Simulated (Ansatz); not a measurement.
# C₂H₆GaSb: single points with varied inputs

Aim: run C₂H₆GaSb under a spread of inputs, and see what each costs and gives.

Method: the settings change from run to run; program: Ansatz 0.2.0, Gaussian basis.

## 1. The relaxed structure

The geometry comes from an earlier relaxation with PBE0-D4 in a triple-zeta def2 set; it is a stationary point, not always the lowest conformer. Sb takes a core potential in def2 sets; no spin-orbit term is included.

SMILES `[CH3][Sb]1[CH2][GaH]1`, 10 atoms, charge 0, spin multiplicity 1.

Atoms are counted from 1 here; the program's logs count them from 0.

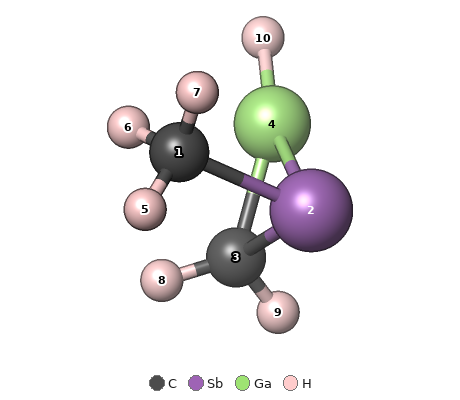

The geometry (carbon dark grey, antimony purple, gallium green, hydrogen pink); atoms are numbered from 1 in the order of the file.

## 2. B2GP-PLYP/x2c-TZVPPall

Options: atoms shaken by 0.08 Å.

Contents of in.yaml:

```yaml
crystal:
  periodic: [false, false, false]
  atoms:
    - {symbol: C, position_ang: [0.567475, 1.712735, -0.176045]}
    - {symbol: Sb, position_ang: [0.915771, 0.020487, 1.219910]}
    - {symbol: C, position_ang: [-0.980085, -1.102203, 0.647319]}
    - {symbol: Ga, position_ang: [0.331842, -1.729435, -0.676490]}
    - {symbol: H, position_ang: [0.047520, 2.337169, 0.257556]}
    - {symbol: H, position_ang: [0.043265, 1.174361, -1.028196]}
    - {symbol: H, position_ang: [1.391985, 2.153387, -0.597806]}
    - {symbol: H, position_ang: [-1.742005, -0.447396, 0.423642]}
    - {symbol: H, position_ang: [-1.234120, -1.847438, 1.514551]}
    - {symbol: H, position_ang: [0.717311, -2.495437, -1.936078]}
basis:
  gaussian: {orbitals: x2c-TZVPPall}
hamiltonian: {xc: {name: B2GP-PLYP}}
output: {forces: true}
```

The run is started by

```sh
> ansatz run in.yaml --threads 4 --pin off --events-out ev --progress --plain --max-ram 10444MiB
```

The log of the run (excerpt; [...] marks lines left out):

```text
Functional definition: B2GP-PLYP
  name "B2GP-PLYP"
  cite "Karton, Tarnopolsky, Lamère, Schatz & Martin, J. Phys. Chem. A 112, 12868 (2008) doi:10.1021/jp801805p"
  cite "Becke, Phys. Rev. A 38, 3098 (1988) doi:10.1103/PhysRevA.38.3098"
  cite "Lee, Yang & Parr, Phys. Rev. B 37, 785 (1988) doi:10.1103/PhysRevB.37.785"
[...]
1711 factors; integrals over basis functions are off by at most 8.8e-4 eV
[...]
mean field -231370.12655257 eV, -8502.6953225024 hartree, gradient 7.6e-6 eV, S^2 0.000000; 0 other end points of the search recorded, 0 dependent functions left out
29 core orbitals not correlated: weight in the atoms' cores, before any rotation towards them, 1.000 or more for the frozen orbitals, at most 0.000 for the correlated occupied ones
reference -231370.12668046 eV, -8502.6953272022 hartree; 21, 21 occupied and 204, 204 virtual orbitals, 1711 factors
second order -30.26330693 eV of doubles, -0.00000000 eV of singles
[...]
Total energy: -231381.02147095 eV, -8503.0957033682 hartree
Relativity: scalar
Atom 0 at     0.567475     1.712735    -0.176045 Å, force     2.581201    -8.351856    -4.490258 eV/Å
Atom 1 at     0.915771     0.020487     1.219910 Å, force     0.354285    -0.144864    -0.275312 eV/Å
Atom 2 at    -0.980085    -1.102203     0.647319 Å, force     1.596252    -2.603655     1.714070 eV/Å
Atom 3 at     0.331842    -1.729435    -0.676490 Å, force    -0.077354     0.628721     0.871698 eV/Å
Atom 4 at     0.047520     2.337169     0.257556 Å, force    -5.483094     6.051501     4.155580 eV/Å
Atom 5 at     0.043265     1.174361    -1.028196 Å, force     0.239323     1.154591     1.005210 eV/Å
Atom 6 at     1.391985     2.153387    -0.597806 Å, force     2.258543     0.730996    -0.664007 eV/Å
Atom 7 at    -1.742005    -0.447396     0.423642 Å, force    -1.796057     1.118081    -0.485352 eV/Å
Atom 8 at    -1.234120    -1.847438     1.514551 Å, force     0.428223     1.493381    -1.784021 eV/Å
Atom 9 at     0.717311    -2.495437    -1.936078 Å, force    -0.101323    -0.076895    -0.047610 eV/Å
Dipole moment:    -0.105314    -0.109520    -0.210350 e Å
```

It took 25 s on 4 threads of Arm Neoverse V2, shared host; peak memory 0.96 GiB.

Largest force 9.827 eV/Å, dipole 1.25 D.

## 3. RPBE/def2-TZVP

This run has multiplicity 3, relativity set to scalar, high accuracy.

Contents of in.yaml:

```yaml
crystal:
  periodic: [false, false, false]
  atoms:
    - {symbol: C, position_ang: [0.521666, 1.649505, -0.223085]}
    - {symbol: Sb, position_ang: [0.981759, 0.067053, 1.210685]}
    - {symbol: C, position_ang: [-0.909166, -1.068993, 0.742199]}
    - {symbol: Ga, position_ang: [0.392601, -1.684022, -0.566447]}
    - {symbol: H, position_ang: [-0.032043, 2.427826, 0.302869]}
    - {symbol: H, position_ang: [-0.083810, 1.295059, -1.058404]}
    - {symbol: H, position_ang: [1.451689, 2.065776, -0.609139]}
    - {symbol: H, position_ang: [-1.760560, -0.443796, 0.483146]}
    - {symbol: H, position_ang: [-1.153653, -1.753577, 1.553752]}
    - {symbol: H, position_ang: [0.591506, -2.554822, -1.835586]}
basis:
  gaussian: {orbitals: def2-TZVP}
magnetization: {spin_polarized: true, initial_magnetization: 2}
hamiltonian: {xc: {name: RPBE}, pseudopotentials: {relativity: scalar}}
accuracy: high
```

The command is unchanged.

The log of the run (excerpt; [...] marks lines left out):

```text
Functional definition: RPBE
  name "RPBE"
  cite "Hammer, Hansen & Nørskov, Phys. Rev. B 59, 7413 (1999) doi:10.1103/PhysRevB.59.7413"
  cite "Perdew, Burke & Ernzerhof, Phys. Rev. Lett. 77, 3865 (1996) doi:10.1103/PhysRevLett.77.3865"
[...]
3667 factors; integrals over basis functions are off by at most 5.8e-9 eV
[...]
mean field -61496.05927864 eV, -2259.9384949639 hartree, gradient 6.6e-8 eV, S^2 2.007231; 6 other end points of the search recorded, 0 dependent functions left out
reference -61496.05928294 eV, -2259.9384951219 hartree; 37, 35 occupied and 159, 161 virtual orbitals, 3667 factors
Total energy: -61496.05928294 eV, -2259.9384951219 hartree
Relativity: scalar
```

Wall time 18 s (4 threads of Arm Neoverse V2, shared host); peak memory 1.2 GiB.

⟨S²⟩ 2.007.

## 4. HSE06/def2-mTZVP

This run has charge +1, multiplicity 2, atoms shaken by 0.15 Å, the search for lower states set to light.

Contents of in.yaml:

```yaml
crystal:
  periodic: [false, false, false]
  atoms:
    - {symbol: C, position_ang: [0.659615, 1.436488, -0.216340]}
    - {symbol: Sb, position_ang: [1.105370, 0.295964, 1.222252]}
    - {symbol: C, position_ang: [-0.866042, -0.925367, 0.895313]}
    - {symbol: Ga, position_ang: [0.359473, -1.800834, -0.602332]}
    - {symbol: H, position_ang: [-0.201528, 2.505698, 0.284772]}
    - {symbol: H, position_ang: [0.143804, 1.156700, -1.026653]}
    - {symbol: H, position_ang: [1.511239, 2.024695, -0.619285]}
    - {symbol: H, position_ang: [-1.727233, -0.500038, 0.941233]}
    - {symbol: H, position_ang: [-1.153747, -1.572079, 1.347877]}
    - {symbol: H, position_ang: [0.548681, -2.719919, -2.098633]}
basis:
  gaussian: {orbitals: def2-mTZVP}
total_charge: 1
magnetization: {spin_polarized: true, initial_magnetization: 1}
hamiltonian: {xc: {name: HSE06}}
scf: {lower_state_search: light}
```

Same command.

The log of the run (excerpt; [...] marks lines left out):

```text
Functional definition: HSE06
  name "HSE06"
  cite "Heyd, Scuseria & Ernzerhof, J. Chem. Phys. 118, 8207 (2003) doi:10.1063/1.1564060"
  cite "Krukau, Vydrov, Izmaylov & Scuseria, J. Chem. Phys. 125, 224106 (2006) doi:10.1063/1.2404663"
  cite "Heyd & Scuseria, J. Chem. Phys. 120, 7274 (2004) doi:10.1063/1.1668634"
  cite "Ernzerhof & Perdew, J. Chem. Phys. 109, 3313 (1998) doi:10.1063/1.476928"
  cite "Perdew, Burke & Ernzerhof, Phys. Rev. Lett. 77, 3865 (1996) doi:10.1103/PhysRevLett.77.3865"
  parent pbe
[...]
  # The whole range is PBE's own exchange, as in plane waves. The composition of these papers is wPBEh.
[...]
1309 factors; integrals over basis functions are off by at most 1.1e-3 eV
128 factors; integrals over basis functions are off by at most 3.0e-7 eV
[...]
mean field -61064.76102682 eV, -2244.0885765542 hartree, gradient 8.5e-5 eV, S^2 0.759505; 0 other end points of the search recorded, 0 dependent functions left out
reference -61064.76107330 eV, -2244.0885782621 hartree; 36, 35 occupied and 92, 93 virtual orbitals, 1309 factors
Total energy: -61064.76107330 eV, -2244.0885782621 hartree
```

Wall time 3.7 s (4 threads of Arm Neoverse V2, shared host); peak memory 0.48 GiB.

⟨S²⟩ 0.760.

## 5. BLYP/def2-SVP

Set apart from the defaults: atoms shaken by 0.08 Å, D4 dispersion.

Contents of in.yaml:

```yaml
crystal:
  periodic: [false, false, false]
  atoms:
    - {symbol: C, position_ang: [0.639675, 1.772347, -0.148708]}
    - {symbol: Sb, position_ang: [1.089512, 0.257106, 1.098294]}
    - {symbol: C, position_ang: [-0.988825, -1.048346, 0.627306]}
    - {symbol: Ga, position_ang: [0.539455, -1.741876, -0.502695]}
    - {symbol: H, position_ang: [-0.037231, 2.429306, 0.318780]}
    - {symbol: H, position_ang: [-0.113184, 1.166818, -0.942704]}
    - {symbol: H, position_ang: [1.368174, 2.110964, -0.494906]}
    - {symbol: H, position_ang: [-1.687489, -0.467667, 0.424565]}
    - {symbol: H, position_ang: [-1.075517, -1.687238, 1.458600]}
    - {symbol: H, position_ang: [0.656266, -2.516849, -1.802422]}
basis:
  gaussian: {orbitals: def2-SVP}
hamiltonian: {xc: {name: BLYP}, dispersion: d4}
output: {forces: true}
```

The command is unchanged.

The log of the run (excerpt; [...] marks lines left out):

```text
Functional definition: BLYP
  name "BLYP"
  cite "Becke, Phys. Rev. A 38, 3098 (1988) doi:10.1103/PhysRevA.38.3098"
  cite "Lee, Yang & Parr, Phys. Rev. B 37, 785 (1988) doi:10.1103/PhysRevB.37.785"
[...]
1335 factors; their error is unknown
[...]
mean field -61073.69755446 eV, -2244.4169878875 hartree, gradient 6.5e-5 eV, S^2 0.000000; 0 other end points of the search recorded, 0 dependent functions left out
[...]
reference -61073.69789144 eV, -2244.4170002711 hartree; 36, 36 occupied and 80, 80 virtual orbitals, 1335 factors
Total energy: -61074.27572986 eV, -2244.4382354416 hartree
Atom 0 at     0.639675     1.772347    -0.148708 Å, force   -14.244335    -6.873034     1.349111 eV/Å
Atom 1 at     1.089512     0.257106     1.098294 Å, force     0.581579    -2.998818     3.266142 eV/Å
Atom 2 at    -0.988825    -1.048346     0.627306 Å, force     8.724193    -4.792855     0.495386 eV/Å
Atom 3 at     0.539455    -1.741876    -0.502695 Å, force    -0.785309     1.061988     0.316955 eV/Å
Atom 4 at    -0.037231     2.429306     0.318780 Å, force    -0.872208     1.471953     0.916230 eV/Å
Atom 5 at    -0.113184     1.166818    -0.942704 Å, force     1.963602     1.945500     1.138779 eV/Å
Atom 6 at     1.368174     2.110964    -0.494906 Å, force    12.124633     6.095770    -6.387250 eV/Å
Atom 7 at    -1.687489    -0.467667     0.424565 Å, force    -7.177772     5.710056    -2.115030 eV/Å
Atom 8 at    -1.075517    -1.687238     1.458600 Å, force    -0.475936    -0.942046     1.719055 eV/Å
Atom 9 at     0.656266    -2.516849    -1.802422 Å, force     0.161553    -0.678514    -0.699379 eV/Å
Dipole moment:    -0.001383     0.050128    -0.119647 e Å
```

It took 1.3 s on 4 threads of Arm Neoverse V2, shared host.

Largest force 15.873 eV/Å, dipole 0.62 D.

## 6. PBE0-DH/def2-SVPD

Options: charge -1, multiplicity 2, atoms shaken by 0.03 Å.

Contents of in.yaml:

```yaml
crystal:
  periodic: [false, false, false]
  atoms:
    - {symbol: C, position_ang: [0.525613, 1.612042, -0.175570]}
    - {symbol: Sb, position_ang: [0.992997, 0.039169, 1.199034]}
    - {symbol: C, position_ang: [-0.936488, -1.032925, 0.789065]}
    - {symbol: Ga, position_ang: [0.397915, -1.636421, -0.566752]}
    - {symbol: H, position_ang: [0.001460, 2.438378, 0.287337]}
    - {symbol: H, position_ang: [-0.073128, 1.215902, -1.047901]}
    - {symbol: H, position_ang: [1.425926, 2.001586, -0.593300]}
    - {symbol: H, position_ang: [-1.775446, -0.457903, 0.530369]}
    - {symbol: H, position_ang: [-1.137859, -1.725692, 1.556018]}
    - {symbol: H, position_ang: [0.592988, -2.481210, -1.836270]}
basis:
  gaussian: {orbitals: def2-SVPD}
total_charge: -1
magnetization: {spin_polarized: true, initial_magnetization: 1}
hamiltonian: {xc: {name: PBE0-DH}}
output: {forces: true}
```

The command is unchanged.

The log of the run (excerpt; [...] marks lines left out):

```text
Functional definition: PBE0-DH
  name "PBE0-DH"
  cite "Brémond & Adamo, J. Chem. Phys. 135, 024106 (2011) doi:10.1063/1.3604569"
  cite "Perdew, Burke & Ernzerhof, Phys. Rev. Lett. 77, 3865 (1996) doi:10.1103/PhysRevLett.77.3865"
[...]
1655 factors; integrals over basis functions are off by at most 1.4e-3 eV
[...]
mean field -61060.21282468 eV, -2243.9214332082 hartree, gradient 6.6e-6 eV, S^2 0.761663; 2 other end points of the search recorded, 0 dependent functions left out
15 core orbitals not correlated: weight in the atoms' cores, before any rotation towards them, 1.000 or more for the frozen orbitals, at most 0.000 for the correlated occupied ones
reference -61060.21285231 eV, -2243.9214342235 hartree; 22, 21 occupied and 121, 122 virtual orbitals, 1655 factors
second order -22.96279528 eV of doubles, -0.00000000 eV of singles
[...]
Total energy: -61063.08320172 eV, -2244.0269176187 hartree
Atom 0 at     0.525613     1.612042    -0.175570 Å, force    -1.288936    -0.128850    -0.979036 eV/Å
Atom 1 at     0.992997     0.039169     1.199034 Å, force     0.322742    -0.125242     0.671577 eV/Å
Atom 2 at    -0.936488    -1.032925     0.789065 Å, force     1.738283    -0.243627    -1.031223 eV/Å
Atom 3 at     0.397915    -1.636421    -0.566752 Å, force    -0.237271    -0.831804    -0.010084 eV/Å
Atom 4 at     0.001460     2.438378     0.287337 Å, force    -0.409212     0.464075     0.261519 eV/Å
Atom 5 at    -0.073128     1.215902    -1.047901 Å, force     0.403644     0.274317     0.867129 eV/Å
Atom 6 at     1.425926     2.001586    -0.593300 Å, force     1.061842     0.376933    -0.424274 eV/Å
Atom 7 at    -1.775446    -0.457903     0.530369 Å, force    -1.336002     1.213989    -0.330178 eV/Å
Atom 8 at    -1.137859    -1.725692     1.556018 Å, force    -0.337125    -0.959633     1.181545 eV/Å
Atom 9 at     0.592988    -2.481210    -1.836270 Å, force     0.082036    -0.040159    -0.206973 eV/Å
Dipole moment:    -0.001343     0.602009     0.325349 e Å
```

Run time: 23 s. Hardware: 4 threads of Arm Neoverse V2, shared host; peak memory 0.98 GiB.

Largest force 2.036 eV/Å, ⟨S²⟩ 0.762.

## 7. B3LYP/def2-TZVPP

Set apart from the defaults: multiplicity 3, restricted open-shell orbitals, atoms shaken by 0.15 Å, relativity set to none.

Contents of in.yaml:

```yaml
crystal:
  periodic: [false, false, false]
  atoms:
    - {symbol: C, position_ang: [0.624541, 1.647132, -0.173738]}
    - {symbol: Sb, position_ang: [0.836078, -0.117562, 1.113081]}
    - {symbol: C, position_ang: [-0.826055, -0.856997, 0.635883]}
    - {symbol: Ga, position_ang: [0.507362, -1.624642, -0.480362]}
    - {symbol: H, position_ang: [-0.144455, 2.631591, 0.620450]}
    - {symbol: H, position_ang: [-0.063804, 1.225948, -0.957002]}
    - {symbol: H, position_ang: [1.534141, 2.206111, -0.821324]}
    - {symbol: H, position_ang: [-1.531615, -0.358234, 0.437411]}
    - {symbol: H, position_ang: [-1.105951, -1.605170, 1.541762]}
    - {symbol: H, position_ang: [0.424821, -2.543039, -1.765023]}
basis:
  gaussian: {orbitals: def2-TZVPP}
magnetization: {spin_polarized: false, initial_magnetization: 2}
hamiltonian: {xc: {name: B3LYP}, pseudopotentials: {relativity: none}}
output: {forces: true}
```

Same command.

The log of the run (excerpt; [...] marks lines left out):

```text
Functional definition: B3LYP
  name "B3LYP"
  cite "Stephens, Devlin, Chabalowski & Frisch, J. Phys. Chem. 98, 11623 (1994) doi:10.1021/j100096a001"
  cite "Becke, Phys. Rev. A 38, 3098 (1988) doi:10.1103/PhysRevA.38.3098"
  cite "Lee, Yang & Parr, Phys. Rev. B 37, 785 (1988) doi:10.1103/PhysRevB.37.785"
  cite "Vosko, Wilk & Nusair, Can. J. Phys. 58, 1200 (1980) doi:10.1139/p80-159"
[...]
1553 factors; their error is unknown
[...]
mean field -61084.26446372 eV, -2244.8053146400 hartree, gradient 8.6e-5 eV, S^2 2.000000; 1 other end points of the search recorded, 0 dependent functions left out
[...]
reference -61084.26474309 eV, -2244.8053249067 hartree; 37, 35 occupied and 207, 209 virtual orbitals, 1553 factors
Total energy: -61084.26474309 eV, -2244.8053249067 hartree
Atom 0 at     0.624541     1.647132    -0.173738 Å, force    -0.794963     3.677039    -0.212235 eV/Å
Atom 1 at     0.836078    -0.117562     1.113081 Å, force     6.720118     6.250762     4.790364 eV/Å
Atom 2 at    -0.826055    -0.856997     0.635883 Å, force     2.574027    -9.335652     6.085119 eV/Å
Atom 3 at     0.507362    -1.624642    -0.480362 Å, force     0.525271    -5.834863    -5.862740 eV/Å
Atom 4 at    -0.144455     2.631591     0.620450 Å, force     2.274240    -2.563630    -2.536105 eV/Å
Atom 5 at    -0.063804     1.225948    -0.957002 Å, force     0.331398     0.741145     0.664634 eV/Å
Atom 6 at     1.534141     2.206111    -0.821324 Å, force    -2.288428    -1.482698     2.267209 eV/Å
Atom 7 at    -1.531615    -0.358234     0.437411 Å, force    -9.826709     6.779726    -3.327038 eV/Å
Atom 8 at    -1.105951    -1.605170     1.541762 Å, force     0.221752     1.313680    -2.338486 eV/Å
Atom 9 at     0.424821    -2.543039    -1.765023 Å, force     0.263293     0.454491     0.469279 eV/Å
Dipole moment:    -0.117291     0.158695     0.287627 e Å
```

Wall time 12 s (4 threads of Arm Neoverse V2, shared host); peak memory 1.2 GiB.

Largest force 12.393 eV/Å, dipole 1.68 D.

## 8. PBE0/def2-mTZVP

Contents of in.yaml:

```yaml
crystal:
  periodic: [false, false, false]
  atoms:
    - {symbol: C, position_ang: [0.521666, 1.649505, -0.223085]}
    - {symbol: Sb, position_ang: [0.981759, 0.067053, 1.210685]}
    - {symbol: C, position_ang: [-0.909166, -1.068993, 0.742199]}
    - {symbol: Ga, position_ang: [0.392601, -1.684022, -0.566447]}
    - {symbol: H, position_ang: [-0.032043, 2.427826, 0.302869]}
    - {symbol: H, position_ang: [-0.083810, 1.295059, -1.058404]}
    - {symbol: H, position_ang: [1.451689, 2.065776, -0.609139]}
    - {symbol: H, position_ang: [-1.760560, -0.443796, 0.483146]}
    - {symbol: H, position_ang: [-1.153653, -1.753577, 1.553752]}
    - {symbol: H, position_ang: [0.591506, -2.554822, -1.835586]}
basis:
  gaussian: {orbitals: def2-mTZVP}
hamiltonian: {xc: {name: PBE0}}
output: {forces: true}
```

Same command.

The log of the run (excerpt; [...] marks lines left out):

```text
Functional definition: PBE0
  name "PBE0"
  cite "Adamo & Barone, J. Chem. Phys. 110, 6158 (1999) doi:10.1063/1.478522"
  cite "Perdew, Burke & Ernzerhof, Phys. Rev. Lett. 77, 3865 (1996) doi:10.1103/PhysRevLett.77.3865"
  parent pbe
[...]
1309 factors; integrals over basis functions are off by at most 1.1e-3 eV
[...]
mean field -61077.50297588 eV, -2244.5568345452 hartree, gradient 6.0e-6 eV, S^2 0.000000; 0 other end points of the search recorded, 0 dependent functions left out
[...]
reference -61077.50300972 eV, -2244.5568357887 hartree; 36, 36 occupied and 92, 92 virtual orbitals, 1309 factors
Total energy: -61077.50300972 eV, -2244.5568357887 hartree
Atom 0 at     0.521666     1.649505    -0.223085 Å, force     0.001328     0.034146    -0.004491 eV/Å
Atom 1 at     0.981759     0.067053     1.210685 Å, force     0.115442     0.034354     0.157289 eV/Å
Atom 2 at    -0.909166    -1.068993     0.742199 Å, force    -0.071497    -0.025084     0.021771 eV/Å
Atom 3 at     0.392601    -1.684022    -0.566447 Å, force     0.014519    -0.065476    -0.052863 eV/Å
Atom 4 at    -0.032043     2.427826     0.302869 Å, force     0.003344     0.017222    -0.038640 eV/Å
Atom 5 at    -0.083810     1.295059    -1.058404 Å, force     0.000647     0.042794    -0.007368 eV/Å
Atom 6 at     1.451689     2.065776    -0.609139 Å, force    -0.026363     0.018573    -0.017436 eV/Å
Atom 7 at    -1.760560    -0.443796     0.483146 Å, force    -0.015919    -0.013192     0.010749 eV/Å
Atom 8 at    -1.153653    -1.753577     1.553752 Å, force    -0.029737     0.008293     0.001589 eV/Å
Atom 9 at     0.591506    -2.554822    -1.835586 Å, force     0.008234    -0.051628    -0.070601 eV/Å
Dipole moment:    -0.090019    -0.042781    -0.160273 e Å
```

It took 2.4 s on 4 threads of Arm Neoverse V2, shared host; peak memory 0.32 GiB.

Largest force 0.198 eV/Å, dipole 0.91 D.

## 9. The runs in one table

```
                 level  charge  multiplicity  geometry  functions  energy (eV)   time
B2GP-PLYP/x2c-TZVPPall       0             1    shaken        254  -231381.021   25 s
        RPBE/def2-TZVP       0             3   relaxed        196   -61496.059   18 s
      HSE06/def2-mTZVP       1             2    shaken        128   -61064.761  3.7 s
         BLYP/def2-SVP       0             1    shaken        116   -61074.276  1.3 s
     PBE0-DH/def2-SVPD      -1             2    shaken        158   -61063.083   23 s
      B3LYP/def2-TZVPP       0             3    shaken        244   -61084.265   12 s
       PBE0/def2-mTZVP       0             1   relaxed        128   -61077.503  2.4 s
```

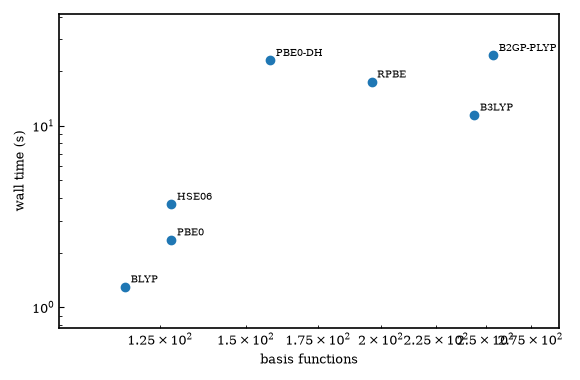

Wall time against the number of basis functions (shared host).

## 10. Outcome

| quantity | value |
| --- | --- |
| runs | 7 |
| quickest | BLYP/def2-SVP, 1.3 s |
| slowest | B2GP-PLYP/x2c-TZVPPall, 25 s |

What this shows: The runs differ in state or geometry as well as level, so their energies can't be set against each other. Run time spans a factor of 19, from BLYP/def2-SVP to B2GP-PLYP/x2c-TZVPPall. The jobs differ in tasks and options as well as level. At the PBE0-D4/def2-TZVP geometry and in the same state, runs without warnings or point charges leave forces up to 0.20 eV/Å (PBE0/def2-mTZVP), against 15.9 eV/Å where the atoms were moved.
